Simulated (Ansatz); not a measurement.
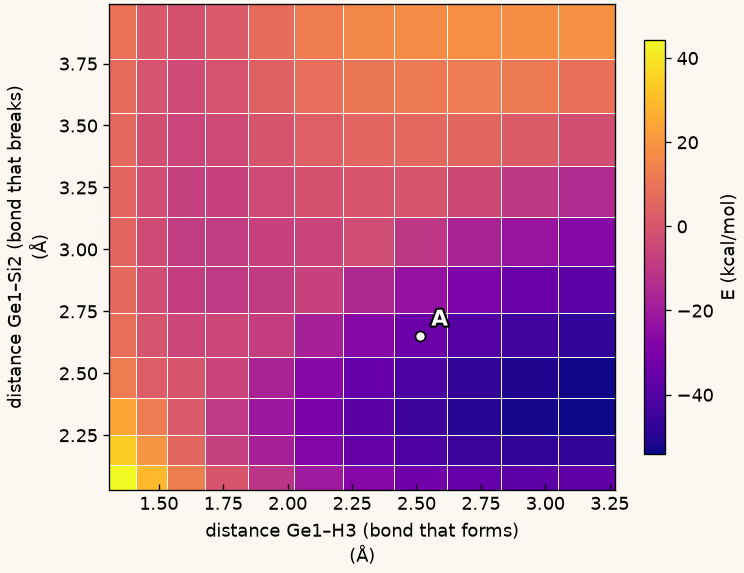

The reacting system GeH6Si (fragments GeH₆Si where the first distance is long, GeH₄ + H₂Si where the second is long). Coordinates scanned: (1) distance Ge1–H3 (bond that forms); (2) distance Ge1–Si2 (bond that breaks). Relaxed at each point: all other coordinates. Grid: 11 × 11 points. Points are written as (first, second). Energies: kcal/mol, counted from a guessed transition structure relaxed with its forming and breaking bonds held. Energies and slopes of some neighbouring points disagree (a jump in structure or state, or too coarse a mesh). The reference is spin-restricted, so regions where a bond is pulled apart into radicals lie too high. Computed with RKS B3LYP-D4/def2-SVP in Ansatz.

Drawn: one coloured cell a grid point, the point A.

Q: Which way does the force act at A, and how strong is it?

A: A, at (2.512 Å, 2.652 Å), is not a stationary point. The computed force is 32 kcal/mol for each Å towards larger values of the first coordinate and 55 kcal/mol for each Å towards smaller values of the second coordinate.
